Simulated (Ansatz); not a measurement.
# LiRe2: one candidate of a structure search, part 2 of 2

Where does this trial cell of LiRe2 go when cell and atoms are let free?

Ansatz 0.2.0; DFT PBE, scalar-relativistic, plane waves, PAW. The steps go on from the part before.

## Step 4: Spin check on a coarse mesh

Input file input.yaml:

```yaml
crystal:
  lattice:
    - [0.0, 3.6675836049, 3.6675836049]
    - [3.6675836049, 0.0, 3.6675836049]
    - [3.6675836049, 3.6675836049, 0.0]
  atoms:
    - { symbol: Li, position: [0.5, 0.5, 0.5] }
    - { symbol: Li, position: [0.75, 0.75, 0.75] }
    - { symbol: Re, position: [0.125, 0.125, 0.125], spin: 1.0 }
    - { symbol: Re, position: [0.625, 0.125, 0.125], spin: 1.0 }
    - { symbol: Re, position: [0.125, 0.625, 0.125], spin: 1.0 }
    - { symbol: Re, position: [0.125, 0.125, 0.625], spin: 1.0 }
basis:
  ecutwfc: 420
kpoints:
  mp_grid: { grid: [4, 4, 4] }
hamiltonian:
  xc: pbe
scf:
  occupations: { method: gaussian, width: 0.1 }
  lower_state_search: "off"
output:
  forces: true
  stress: true
  eigenvalues: true
  populations: true
magnetization:
  spin_polarized: true
```

Launch:

```console
$ ansatz run input.yaml --threads 1 --pin off --max-ram 2048MiB --backend cpu --events-out ev --progress --plain --runs-dir out
```

The log of the run (excerpt; [...] marks lines left out):

```text
[...]
SCF converged after 13 iterations
Magnetization: -0.0000 μB (33.0000 up, 33.0000 down)
Absolute magnetization: 0.0000 μB (∫|ρ↑−ρ↓|, with the PAW one-centre terms)
Spin contamination: 0.0000 ħ² per cell (⟨S²⟩ above its minimum at these occupations)
Per-site moments (μB) at R_I (Å): [(8.377584746424013e-7, 1.2544123664234625), (8.377584749513696e-7, 1.254412366423462), (-1.0440554530280586e-6, 1.0697664605072748), (-1.0440554530677933e-6, 1.0697664605072748), (-1.0440554533467371e-6, 1.0697664605072748), (-1.0440554530901234e-6, [...]
Free energy (F): -43878.590659 eV
[...]
E sigma→0 (E₀):  -43878.580434 eV
Entropy (-TS):   -0.020450 eV (-3.408 meV/atom)
Fermi energy:    14.263550 eV
[...]
--- Forces (eV/Å), atoms counted from 1 ---
  atom   1  Li     0.00000000    -0.00000000     0.00000000
  atom   2  Li    -0.00000000     0.00000000    -0.00000000
  atom   3  Re     0.00000000    -0.00000000    -0.00000000
  atom   4  Re     0.00000000     0.00000000    -0.00000000
  atom   5  Re     0.00000000    -0.00000000    -0.00000000
  atom   6  Re     0.00000000    -0.00000000     0.00000000
[...]
--- Stress (GPa, compression-positive) ---
       -0.363191      -0.000000       0.000000
       -0.000000      -0.363191      -0.000000
       -0.000000      -0.000000      -0.363191
  P = ⅓ Tr σ = -0.3632 GPa (-3.632 kbar)
--- Band table (eV; the first three rows and the last of 16) ---
[...]
--- Löwdin populations: 6 sites ---
  site symbol       q [e]    m [muB]
     0     Li      2.6055     0.0000
     1     Li      2.6055     0.0000
     2     Re     15.0302    -0.0000
     3     Re     15.0302    -0.0000
     4     Re     15.0302    -0.0000
     5     Re     15.0302    -0.0000
  spilling = 0.010124 (of n_electrons = 66.000000)
```

Wall time 7.1 s (1 thread of Arm Neoverse V1, shared host); peak memory 0.36 GiB.

Site by site:

```tsv
atom	Löwdin electrons
Li1	2.61
Li2	2.61
Re3	15.03
Re4	15.03
Re5	15.03
Re6	15.03
```

The Löwdin counts miss 0.67 of the 66 electrons, which the atomic orbitals do not span, so they are no charges.

The same cell is solved with trial moments on Re. The largest site moment that stays is 0.00 μB and the cell's total 0.00 μB. The workflow keeps spin only above 0.25 μB on a site, so the next run goes without spin.

## Step 5: Final relaxation

The end of the coarse run is made exact in the group found at a tolerance of 0.06 Å and reduced to its primitive cell.

Input file input.yaml:

```yaml
crystal:
  lattice:
    - [0.0, 3.6675836049, 3.6675836049]
    - [3.6675836049, 0.0, 3.6675836049]
    - [3.6675836049, 3.6675836049, 0.0]
  atoms:
    - { symbol: Li, position: [0.5, 0.5, 0.5] }
    - { symbol: Li, position: [0.75, 0.75, 0.75] }
    - { symbol: Re, position: [0.125, 0.125, 0.125] }
    - { symbol: Re, position: [0.625, 0.125, 0.125] }
    - { symbol: Re, position: [0.125, 0.625, 0.125] }
    - { symbol: Re, position: [0.125, 0.125, 0.625] }
basis:
  ecutwfc: 420
kpoints:
  mp_grid: { grid: [10, 10, 10] }
hamiltonian:
  xc: pbe
scf:
  occupations: { method: gaussian, width: 0.1 }
output:
  forces: true
  stress: true
  eigenvalues: true
  write_density: true
  write_potential: true
  elf: true
  volumetric_format: npy
relax:
  adjacent_minimum: "off"
  f_tol: 0.01
  max_steps: 80
  cell: { stress_tol: 0.05 }
```

Launch:

```console
$ ansatz run input.yaml --threads 1 --pin off --max-ram 2048MiB --backend cpu --events-out ev --progress --plain --runs-dir out
```

The log of the run (excerpt; [...] marks lines left out):

```text
Warning: RAYON_NUM_THREADS=1 ignored (pool sized by the plan → 1); use --threads N
[...]
[... 4 set-up lines as earlier in the session ...]
[...]
Crystal: 6 atoms, lattice volume = 98.667 Å³
Basis set: ecut = 420 eV, 1917 PW (Γ), exchange–correlation on 72×72×72 points (8 copies of the dense FFT grid, shifted against one another)
Bands: 40, of which v1, the nominal top of the filled ones, is band 33 counted from 1 (32 counted from 0)
[... 1 set-up line as earlier in the session ...]
Space group: Fd-3m (ITA 227), of the structure as read, at distance tolerance 4.6e-5 Å
k-points: 47 of 1000
[...]
SCF iter   1: F=—  HF=-43878.509351 eV  |F-HF|=—  |Δ(HF+E_count)|=         —  Δρ=7.69e-3  dr2=9.51e-2  ethr=1.77e-3  ⟨swp⟩=4.8  Hψ=6442  notcnv=0
[...]
--- Stress (GPa, compression-positive) ---
       -0.001537       0.000000       0.000000
        0.000000      -0.001537       0.000000
        0.000000       0.000000      -0.001537
  P = ⅓ Tr σ = -0.0015 GPa (-0.015 kbar)
--- Band table (eV; the first three rows and the last of 47) ---
[...]
--- Relaxed structure (3 steps of the walk, 2 accepted, 1 SCFs on fresh bases) ---
  F+E_penalty+E_count = -43878.48085889 eV   max|allowed force component| = 2.930e-17 eV/Å   (the final SCF, on the basis selected at the relaxed cell)
  cell:  # Å, volume = 98.8584 Å³
    - [1.1464587074015077e-34, 3.6699587662701605, 3.6699587662701605]
    - [3.6699587662701605, 6.369215041119487e-35, 3.6699587662701605]
    - [3.6699587662701605, 3.6699587662701605, 1.528611609868677e-34]
  atoms:
    - { symbol: Li, position: [0.5, 0.5, 0.5] }
    - { symbol: Li, position: [0.7500000000000001, 0.7500000000000001, 0.7500000000000001] }
    - { symbol: Re, position: [0.125, 0.125, 0.125] }
    - { symbol: Re, position: [0.625, 0.125, 0.125] }
    - { symbol: Re, position: [0.125, 0.625, 0.125] }
    - { symbol: Re, position: [0.125, 0.125, 0.625] }
```

Run time: 47 s. Hardware: 1 thread of Arm Neoverse V1, shared host; peak memory 0.44 GiB.

Relaxation path:

```
step  energy from step 1 (eV/cell)  largest force component (eV/Å)  pressure (GPa)  volume (Å³)
   1                        0.0000                          0.0000            0.35        98.67
   2                        0.0005                          0.0000           -0.49        99.13
   3                       -0.0001                          0.0000            0.00        98.86
   4                       -0.0002                          0.0000            0.00        98.86
```

Step 1 is the start. Step 4 repeats the geometry before it on a plane-wave basis chosen anew for that cell, so its energy need not be comparable with the rows above. Step 2 was tried and not accepted.

Lengths and angles in the start's conventional setting:

|  | before | after | change |
| --- | --- | --- | --- |
| a (Å) | 7.335 | 7.340 | +0.1 % |
| b (Å) | 7.335 | 7.340 | +0.1 % |
| c (Å) | 7.335 | 7.340 | +0.1 % |
| volume (Å³/atom) | 16.44 | 16.48 | +0.2 % |
| shortest distance (Å) | 2.593 | 2.595 | +0.1 % |
| space group (0.01 Å) | Fd-3m | Fd-3m | same |

The run keeps the 48 symmetry operations of the start, so it could not have lowered the symmetry.

The maps below are laid out on this run's own conventional cell (a, b, c = 7.340, 7.340, 7.340 Å).

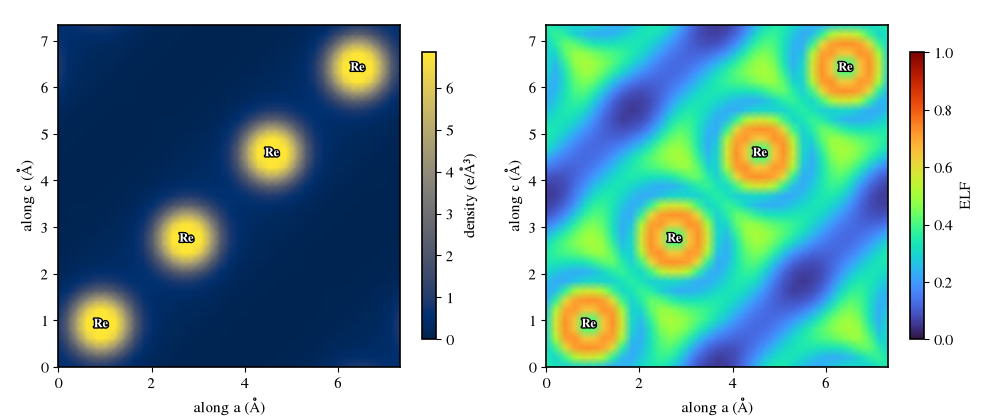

Density (left) and ELF (right) in a lattice plane of the grid's cell (edges 7.34 and 7.34 Å, at 0.125 of the third edge), which holds Re. Only atoms in the plane are labelled. Both are smooth fields of the valence electrons: close to the nuclei they are not physical.

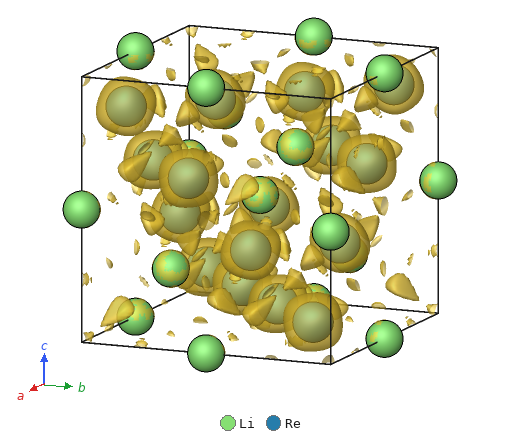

Surface of ELF = 0.47, drawn in one cell.

The highest ELF values outside the cores: 0.53 between the atoms, 1.6 Å from Re.

## Step 6: Variant: ecutwfc 250 eV, ecutrho_ratio 9, occupations.width 0.3

input.yaml, as its differences from that of step 5:

```diff
@@ -13,3 +13,4 @@
 basis:
-  ecutwfc: 420
+  ecutwfc: "250 eV"
+  ecutrho_ratio: 9
 kpoints:
@@ -19,11 +20,7 @@
 scf:
-  occupations: { method: gaussian, width: 0.1 }
+  occupations: { method: gaussian, width: 0.3 }
 output:
   forces: true
+  eigenvalues: true
   stress: true
-  eigenvalues: true
-  write_density: true
-  write_potential: true
-  elf: true
-  volumetric_format: npy
 relax:
```

Launch:

```console
$ ansatz run input.yaml --threads 1 --pin off --max-ram 2048MiB --backend cpu --events-out ev --progress --plain --runs-dir out
```

The log of the run (excerpt; [...] marks lines left out):

```text
Warning: basis.ecutwfc = 250 eV is below the records' recommended 420 eV, and the density's cutoff is lower with it unless basis.ecutrho_ratio is high enough to keep the records' density cutoff: compare with a run at a higher cutoff
Warning: RAYON_NUM_THREADS=1 ignored (pool sized by the plan → 1); use --threads N
[...]
[... 4 set-up lines as earlier in the session ...]
[...]
Crystal: 6 atoms, lattice volume = 98.667 Å³
Basis set: ecut = 250 eV, 893 PW (Γ), exchange–correlation on 90×90×90 points (8 copies of the dense FFT grid, shifted against one another)
Bands: 40, of which v1, the nominal top of the filled ones, is band 33 counted from 1 (32 counted from 0)
[... 2 set-up lines as earlier in the session ...]
k-points: 47 of 1000
[...]
        0.000565       0.000000       0.000000
        0.000000       0.000565       0.000000
        0.000000       0.000000       0.000565
  P = ⅓ Tr σ = 0.0006 GPa (0.006 kbar)
--- Band table (eV; the first three rows and the last of 47) ---
[...]
--- Relaxed structure (9 steps of the walk, 8 accepted, 5 SCFs on fresh bases) ---
  F+E_penalty+E_count = -43874.13430175 eV   max|allowed force component| = 3.132e-17 eV/Å   (the final SCF, on the basis selected at the relaxed cell)
  cell:  # Å, volume = 101.0626 Å³
    - [3.518991300684226e-34, 3.6970349135808824, 3.6970349135808824]
    - [3.6970349135808824, 9.370707638781335e-34, 3.6970349135808824]
    - [3.6970349135808824, 3.6970349135808824, 3.065184738538752e-34]
  atoms:
    - { symbol: Li, position: [0.49999999999999994, 0.49999999999999994, 0.49999999999999994] }
    - { symbol: Li, position: [0.7499999999999999, 0.7499999999999999, 0.7499999999999999] }
    - { symbol: Re, position: [0.12499999999999999, 0.12499999999999999, 0.12499999999999999] }
    - { symbol: Re, position: [0.6249999999999998, 0.125, 0.125] }
    - { symbol: Re, position: [0.125, 0.6249999999999998, 0.125] }
    - { symbol: Re, position: [0.12499999999999999, 0.12499999999999999, 0.6249999999999998] }
```

Run time: 75 s. Hardware: 1 thread of Arm Neoverse V1, shared host; peak memory 0.43 GiB.

```tsv
run	ending	energy change	pressure (GPa)	gap (eV)	force (eV/Å)	cycles	time
step 5	converged	0	0.0	0.00	0.00	-	47 s
variant	converged	+741.0 meV/atom (σ→0)	0.0	0.00	0.00	-	75 s
```

Changing the cutoff, numerical grids and smearing moves the energy by +741.0 meV/atom (σ→0 values), and the final volume goes from 98.86 to 101.06 Å³. More than one kind of setting changed, and this run alone doesn't tell their shares apart. The log warns that the cutoff is under what these potentials recommend, so the shift holds truncation error. The variant is not converged in its settings.

## Step 7: Outcome

What follows sums up all 2 parts. Changes of volume or cell count from the first structure of part 1.

| quantity | value |
| --- | --- |
| symmetry at the end (tolerance 0.05 Å) | space group Fd-3m (No. 227) |
| conventional cell | a = 7.340 Å, b = 7.340 Å, c = 7.340 Å, α = 90.00°, β = 90.00°, γ = 90.00° |
| volume | 16.48 Å³/atom |
| energy over the elements | +0.53 eV/atom |
| gap on the mesh | none (metal) |

What this shows: The space group Fd-3m (No. 227) is kept, and the volume per atom grows by 14.6 % from the first guess. The formation energy is positive, so the separate elements lie lower. No finished test with a distortion of lower symmetry is shown, so the end may be a saddle point. The runs treat Re without spin-orbit coupling. Other magnetic orders were not searched.
